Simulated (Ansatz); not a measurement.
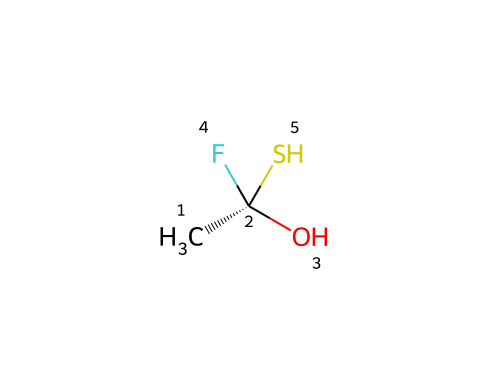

A structural formula, with wedges where it has stereocentres; small numbers name the atoms. The configuration is that of a computed structure (PBE0-D4/def2-TZVP).

Give the R/S and E/Z labels.

Answer. C2: S.

Write the isomeric SMILES.

Answer. C[C@](O)(F)S
